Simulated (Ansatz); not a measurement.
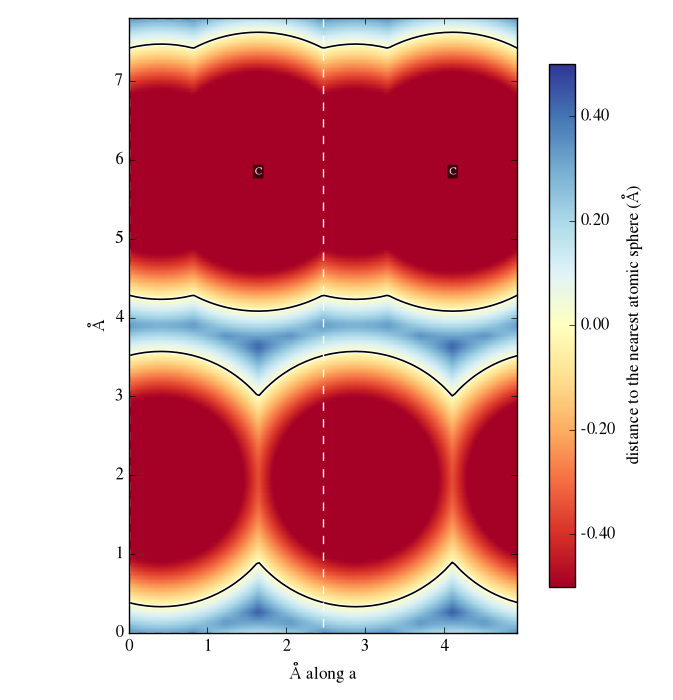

Map of the distance to the nearest atomic sphere in C (P6_3/mmc), computed on the section y = 0.333 (parallel to a and c; the dashed line is one cell). The black line marks the spheres' surfaces; positive values are empty space; unlabelled circles belong to atoms above or below the section.

Hard-sphere model; van der Waals radii (Alvarez): C 1.77 Å.

The cell is taken from the input geometry of an electronic-structure calculation (not necessarily at equilibrium).

Space group P6_3/mmc (No. 194). a = 2.467 Å, b = 2.467 Å, c = 7.803 Å, α = 90.00°, β = 90.00°, γ = 120.00°
```json
{"atom": "C", "site": "2b", "symmetry": "-6m2", "x": "0.0000", "y": "0.0000", "z": "0.2500"}
{"atom": "C", "site": "2c", "symmetry": "-6m2", "x": "0.3333", "y": "0.6667", "z": "0.2500"}
```

Question: Where is the largest hole in this section, and how large is it?

Answer: At 0.667, 0.333, 0.033 (fractional), where the distance reaches 0.44 Å; it is enclosed by 7 C (then 3 C). It is the largest hole of the crystal.

Question: How much of the crystal lies outside the spheres?

Answer: About 17 % of the cell's volume, and 21 % of this section's area.

Question: What can pass through?

Answer: The largest sphere that fits anywhere has a diameter of 0.88 Å; the largest that can travel through the crystal, about 0.6 Å.
